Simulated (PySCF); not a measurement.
**C₄H₈FNSi₂: runs on many settings**

Aim: see how C₄H₈FNSi₂ (`N#C[Si@@H]1[SiH2]CC[C@@H]1F`) answers to the choice of functional, basis, grid and SCF options, and what happens with inputs that are wrong on purpose.

Programs: PySCF 2.14.0, with density-fitted response routines of our own. Each step states its level of theory. These are calculated values for one molecule, in the gas phase or a continuum, unless marked as measured. Atoms are numbered from 0 throughout.

## 1. The starting structure

16 atoms, charge 0, multiplicity 1; geometry from: GFN2-xTB.

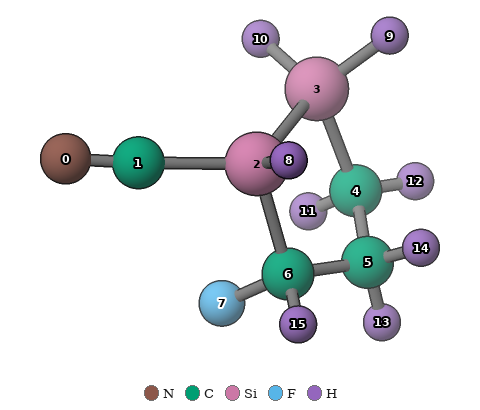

As it starts; nitrogen brown, carbon teal, silicon pink, fluorine blue, hydrogen purple, atoms numbered.

## 2. TDDFT and polarisability: wB97X-D/pcseg-1

Job settings and geometry (Å):

```
{"job": {"kind": "uv", "xc": "wB97X-D", "basis": "pcseg-1", "nstates": 1, "ntriplets": 0, "tda": false, "grid": 4}, "charge": 0, "multiplicity": 1}
N      2.816016    -1.922675     2.091165
C      2.269196    -1.397012     1.232339
Si     1.415983    -0.465875    -0.139085
Si     0.568153     1.644942     0.323084
C     -1.247981     1.073614     0.100921
C     -1.307418    -0.151505    -0.817008
C     -0.348486    -1.245805    -0.355455
F     -0.787950    -1.732947     0.871659
H      2.204644    -0.789870    -1.337307
H      0.914985     2.649299    -0.691822
H      0.795948     2.217284     1.650943
H     -1.662875     0.796686     1.072154
H     -1.888772     1.859540    -0.298954
H     -2.326294    -0.548829    -0.839731
H     -1.032597     0.125440    -1.838510
H     -0.390150    -2.103342    -1.035803
```

Level: TDDFT wB97X-D/pcseg-1, vertical, gas phase, core orbitals frozen in the response.

Started as:

```console
> OMP_NUM_THREADS=1 python probes_run.py task.json out
```

This one command runs all jobs of the session in turn.

Standard output:

```text
coarse grid: 14704 points
cycle   1  E = -890.4511019118  dE =  9.356e-01  |g| = 6.220e-01  |ddm| = 4.057e+00
cycle   2  E = -890.3974494312  dE =  5.365e-02  |g| = 8.665e-01  |ddm| = 1.144e+00
cycle   3  E = -890.5460553371  dE = -1.486e-01  |g| = 8.843e-02  |ddm| = 6.076e-01
cycle   4  E = -890.5473588549  dE = -1.304e-03  |g| = 6.036e-02  |ddm| = 1.145e-01
cycle   5  E = -890.5480969352  dE = -7.381e-04  |g| = 1.055e-02  |ddm| = 4.799e-02
cycle   6  E = -890.5481254637  dE = -2.853e-05  |g| = 2.953e-03  |ddm| = 1.654e-02
cycle   7  E = -890.5481282568  dE = -2.793e-06  |g| = 7.809e-04  |ddm| = 4.815e-03
final grid: 354648 points
cycle   8  E = -890.6094855257  dE = -1.046e-04  |g| = 6.773e-03  |ddm| = 4.028e-02
cycle   9  E = -890.6094844648  dE =  1.061e-06  |g| = 7.873e-03  |ddm| = 1.157e-02
cycle  10  E = -890.6094953762  dE = -1.091e-05  |g| = 1.163e-03  |ddm| = 5.306e-03
cycle  11  E = -890.6094955742  dE = -1.980e-07  |g| = 7.808e-04  |ddm| = 1.397e-03
cycle  12  E = -890.6094957111  dE = -1.368e-07  |g| = 1.333e-04  |ddm| = 7.639e-04
cycle  13  E = -890.6094957159  dE = -4.882e-09  |g| = 3.515e-05  |ddm| = 1.855e-04
cycle  14  E = -890.6094957166  dE = -6.901e-10  |g| = 1.019e-05  |ddm| = 1.099e-04
converged SCF energy = -890.6094957166

Static polarisability (au): isotropic 91.351, principal 77.789 88.610 107.654

Singlet excitations
state   eV       nm        f      main configurations
  1   6.4261    192.9   0.00601   H->L+1 0.95
```

It took 24 s on 1 thread of Intel Xeon 6975P-C, shared host; peak memory 0.78 GiB.

Frontier orbitals and where they lie:

```csv
orbital,eV,atoms
HOMO−3,-11.69,"F7 28 %, C6 18 %, C5 16 %"
HOMO−2,-11.31,"Si3 24 %, C4 17 %, C5 10 %"
HOMO−1,-11.00,"C4 17 %, Si2 16 %, Si3 11 %"
HOMO,-10.01,"Si2 26 %, Si3 20 %, C6 17 %"
LUMO,0.91,"Si2 38 %, Si3 16 %, N0 15 %"
LUMO+1,1.05,"Si2 32 %, Si3 19 %, C1 10 %"
LUMO+2,1.39,"Si3 41 %, Si2 23 %, C1 12 %"
```

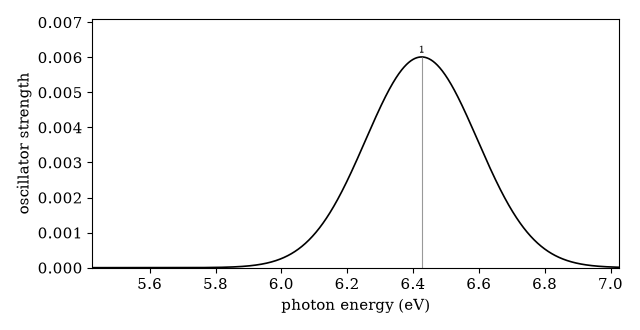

Absorption spectrum from the 1 singlet states computed; above the last one it falls off for lack of states. Lines are broadened to a width of 0.40 eV (Gaussian).

Further results of this job:

```
           property  computed
  dipole moment (D)      5.45
polarisability (Å³)     13.54
 HOMO–LUMO gap (eV)     10.92
      −ε(HOMO) (eV)     10.01
```

## 3. Nuclear shieldings: PBE0/pcSseg-1 in dichloromethane

Same as in step 2 but for these lines:

```diff
@@ -1,2 +1,2 @@
-{"job": {"kind": "uv", "xc": "wB97X-D", "basis": "pcseg-1", "nstates": 1, "ntriplets": 0, "tda": false, "grid": 4}, "charge": 0, "multiplicity": 1}
+{"job": {"kind": "nmr", "xc": "PBE0", "basis": "pcSseg-1", "solvent": "dichloromethane", "pop": false, "scf": {"guess": "huckel"}}, "charge": 0, "multiplicity": 1}
 N      2.816016    -1.922675     2.091165
```

Method: GIAO PBE0/pcSseg-1 NMR shielding, non-relativistic, IEF-PCM dichloromethane.

Standard output:

```text
final grid: 134256 points
cycle   1  E = -882.8799077966  dE =  3.921e+00  |g| = 5.354e+00  |ddm| = 7.011e+00
cycle   2  E = -866.0626583142  dE =  1.682e+01  |g| = 8.286e+00  |ddm| = 3.562e+01
cycle   3  E = -889.4656204779  dE = -2.340e+01  |g| = 1.626e+00  |ddm| = 3.529e+01
cycle   4  E = -889.5156947949  dE = -5.007e-02  |g| = 1.616e+00  |ddm| = 2.910e+00
cycle   5  E = -890.1553607185  dE = -6.397e-01  |g| = 2.943e-01  |ddm| = 1.495e+00
cycle   6  E = -890.1649233091  dE = -9.563e-03  |g| = 1.922e-01  |ddm| = 2.778e-01
cycle   7  E = -890.1721963391  dE = -7.273e-03  |g| = 2.646e-02  |ddm| = 1.073e-01
cycle   8  E = -890.1723448673  dE = -1.485e-04  |g| = 6.636e-03  |ddm| = 2.737e-02
cycle   9  E = -890.1723538136  dE = -8.946e-06  |g| = 1.825e-03  |ddm| = 5.734e-03
cycle  10  E = -890.1723545805  dE = -7.669e-07  |g| = 4.853e-04  |ddm| = 1.734e-03
cycle  11  E = -890.1723546333  dE = -5.280e-08  |g| = 7.300e-05  |ddm| = 4.118e-04
cycle  12  E = -890.1723546346  dE = -1.335e-09  |g| = 2.944e-05  |ddm| = 1.159e-04
cycle  13  E = -890.1723546348  dE = -2.042e-10  |g| = 8.075e-06  |ddm| = 4.142e-05
converged SCF energy = -890.1723546348

GIAO shielding tensors (ppm)
atom      isotropic    diamagn.    paramagn.     s11        s22        s33       span
  0 N      -82.418     339.185    -421.604   -275.257   -270.646    298.648    573.905
  1 C       58.841     261.284    -202.443    -57.264    -55.083    288.871    346.135
  2 Si     411.718     879.591    -467.873    377.395    409.749    448.011     70.615
  3 Si     417.045     879.732    -462.686    385.611    399.507    466.018     80.408
  4 C      176.140     252.856     -76.716    154.199    182.265    191.955     37.756
  5 C      151.012     250.330     -99.318    138.671    149.487    164.879     26.207
  6 C       91.730     248.453    -156.723     55.184     77.068    142.938     87.754
  7 F      416.933     476.878     -59.946    345.541    440.306    464.952    119.411
  8 H       27.155      27.415      -0.260     23.438     25.022     33.004      9.566
  9 H       27.771      28.261      -0.490     23.935     25.188     34.190     10.255
 10 H       27.477      28.395      -0.918     24.296     24.606     33.529      9.234
 11 H       30.159      31.426      -1.267     25.399     28.130     36.949     11.550
 12 H       30.066      29.490       0.576     24.135     27.621     38.442     14.307
 13 H       28.786      29.828      -1.042     23.206     27.035     36.118     12.911
 14 H       30.416      31.158      -0.741     26.099     27.866     37.284     11.185
 15 H       25.851      29.608      -3.758     23.461     24.808     29.283      5.822
```

It took 23 s on 1 thread of Intel Xeon 6975P-C, shared host; peak memory 1.1 GiB.

Shifts follow as δ = σ(reference) − σ, with reference shieldings (ppm) from runs at the same level and on the same kind of geometry: ¹H TMS 31.69, ¹³C TMS 187.7, ²⁹Si TMS 349.0, ¹⁹F CFCl3 174.2, ¹⁵N NH3 270.2. The references are single molecules in the same continuum, so shifts against H2O, NH3, PH3, H3PO4 or CFCl3 are not on the usual liquid scales and can be off by tens of ppm.

```csv
atoms,environment,σ (ppm),δ (ppm)
C1,nitrile carbon,58.8,128.9
C6,sp3 CH bonded to F and Si,91.7,96.0
C5,sp3 CH2 in a ring,151.0,36.7
C4,sp3 CH2 bonded to Si,176.1,11.6
H15,hydrogen on an sp3 CH bonded to F and Si,25.85,5.84
H8,"hydrogen on a silicon bonded to 2 C, Si, in a 5-membered ring",27.15,4.54
H10,"hydrogen on a silicon bonded to C, Si, in a 5-membered ring",27.48,4.22
H9,"hydrogen on a silicon bonded to C, Si, in a 5-membered ring",27.77,3.92
H13,hydrogen on an sp3 CH2 in a ring,28.79,2.91
H12,hydrogen on an sp3 CH2 bonded to Si,30.07,1.63
H11,hydrogen on an sp3 CH2 bonded to Si,30.16,1.53
H14,hydrogen on an sp3 CH2 in a ring,30.42,1.28
N0,nitrile nitrogen,-82.4,352.6
Si2,"silicon bonded to 2 C, Si, H, in a 5-membered ring",411.7,-62.8
Si3,"silicon bonded to C, Si, 2 H, in a 5-membered ring",417.0,-68.1
F7,fluorine on an sp3 carbon,416.9,-242.7
```

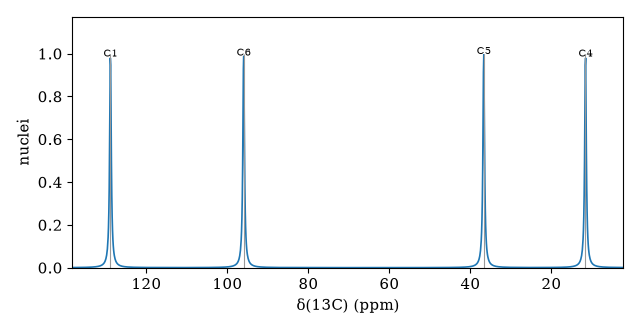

¹³C lines at the computed shifts, without couplings. Lines are broadened to a width of 0.47 ppm (Lorentzian).

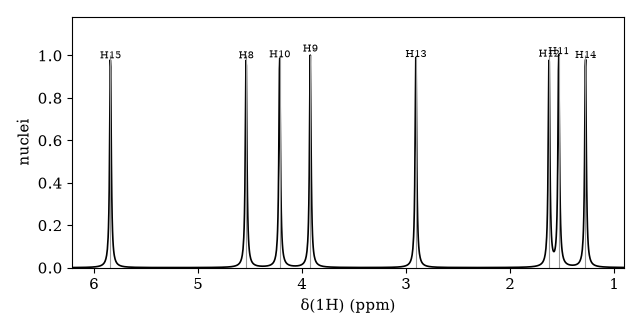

¹H lines at the computed shifts, without couplings. Lines are broadened to a width of 0.02 ppm (Lorentzian).

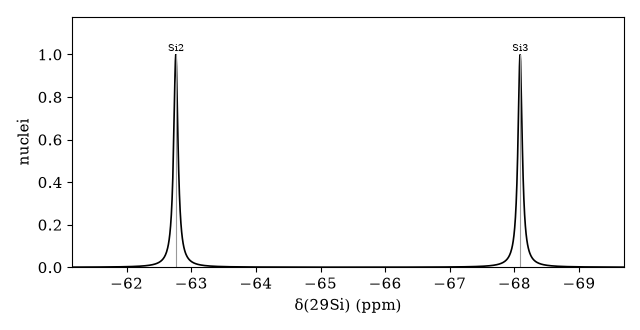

²⁹Si lines at the computed shifts, without couplings. Lines are broadened to a width of 0.08 ppm (Lorentzian).

Ring of atoms Si2, Si3, C4, C5, C6: NICS(0) -3.5, NICS(1) -3.6, NICS(1)zz -1.6 ppm (means of both faces). The ring holds saturated atoms, so no π current runs round it: these values come from its σ bonds, any local π bonds and neighbouring rings, and say nothing of aromaticity.

## 4. Excited states and response: r2SCAN/6-31G

Same as in step 3 but for these lines:

```diff
@@ -1,2 +1,2 @@
-{"job": {"kind": "nmr", "xc": "PBE0", "basis": "pcSseg-1", "solvent": "dichloromethane", "pop": false, "scf": {"guess": "huckel"}}, "charge": 0, "multiplicity": 1}
+{"job": {"kind": "uv", "xc": "r2SCAN", "basis": "6-31G", "nstates": 6, "ntriplets": 2, "tda": true, "scf": {"aux": "def2-universal-jfit", "max_cycle": 86}}, "charge": 0, "multiplicity": 1}
 N      2.816016    -1.922675     2.091165
```

Level: r2SCAN/6-31G.

Standard output:

```text
NotImplementedError: meta-GGA kernel
```

Wall time 9.3 s (1 thread of Intel Xeon 6975P-C, shared host); peak memory 0.66 GiB.

**What went wrong.** This response code has no terms for the kinetic-energy density, so it refuses meta-GGA functionals here. The remedy is to take a GGA or a hybrid, or another code.

## 5. Nuclear shieldings: mPW1PW91/pcSseg-1

Same as in step 4 but for these lines:

```diff
@@ -1,2 +1,2 @@
-{"job": {"kind": "uv", "xc": "r2SCAN", "basis": "6-31G", "nstates": 6, "ntriplets": 2, "tda": true, "scf": {"aux": "def2-universal-jfit", "max_cycle": 86}}, "charge": 0, "multiplicity": 1}
+{"job": {"kind": "nmr", "xc": "mPW1PW91", "basis": "pcSseg-1", "pop": true, "scf": {"conv": 1e-08, "aux": "def2-qzvpp-jkfit"}}, "charge": 0, "multiplicity": 1}
 N      2.816016    -1.922675     2.091165
```

Level: GIAO mPW1PW91/pcSseg-1 NMR shielding, non-relativistic, gas phase.

Standard output:

```text
final grid: 134256 points
cycle   1  E = -890.6163506531  dE =  7.766e-01  |g| = 6.199e-01  |ddm| = 3.664e+00
cycle   2  E = -890.4546138664  dE =  1.617e-01  |g| = 1.087e+00  |ddm| = 1.244e+00
cycle   3  E = -890.6898795667  dE = -2.353e-01  |g| = 2.096e-01  |ddm| = 8.131e-01
cycle   4  E = -890.6985447215  dE = -8.665e-03  |g| = 6.897e-02  |ddm| = 1.569e-01
cycle   5  E = -890.6994477760  dE = -9.031e-04  |g| = 1.672e-02  |ddm| = 4.671e-02
cycle   6  E = -890.6995001522  dE = -5.238e-05  |g| = 4.540e-03  |ddm| = 1.543e-02
cycle   7  E = -890.6995047520  dE = -4.600e-06  |g| = 1.034e-03  |ddm| = 4.986e-03
cycle   8  E = -890.6995050350  dE = -2.831e-07  |g| = 1.942e-04  |ddm| = 1.242e-03
cycle   9  E = -890.6995050446  dE = -9.616e-09  |g| = 5.105e-05  |ddm| = 2.554e-04
converged SCF energy = -890.6995050446

GIAO shielding tensors (ppm)
atom      isotropic    diamagn.    paramagn.     s11        s22        s33       span
  0 N     -104.690     337.047    -441.738   -308.318   -302.482    296.729    605.046
  1 C       64.765     261.814    -197.050    -48.308    -46.465    289.067    337.375
  2 Si     410.497     879.456    -468.959    376.343    408.733    446.414     70.070
  3 Si     416.957     879.910    -462.953    387.194    399.123    464.554     77.360
  4 C      175.615     252.711     -77.096    154.403    180.967    191.474     37.071
  5 C      150.007     250.337    -100.330    137.957    148.747    163.315     25.358
  6 C       92.786     247.746    -154.960     57.342     78.505    142.511     85.169
  7 F      410.148     476.100     -65.952    338.526    435.011    456.907    118.381
  8 H       27.355      27.705      -0.350     23.690     25.304     33.071      9.381
  9 H       27.933      28.419      -0.485     24.131     25.379     34.290     10.158
 10 H       27.572      28.478      -0.906     24.401     24.680     33.636      9.235
 11 H       30.194      31.409      -1.214     25.480     28.150     36.953     11.474
 12 H       30.338      29.693       0.645     24.471     27.965     38.578     14.107
 13 H       28.916      29.905      -0.989     23.433     27.167     36.148     12.714
 14 H       30.796      31.543      -0.748     26.557     28.348     37.482     10.925
 15 H       26.221      29.833      -3.612     23.746     25.253     29.663      5.918
```

Wall time 19 s (1 thread of Intel Xeon 6975P-C, shared host); peak memory 1 GiB.

Key values: δ C1 121.3, C6 93.3, C5 36.1, C4 10.4, H15 5.55, H8 4.41 ppm.

(Part 1 of 2 ends here.)
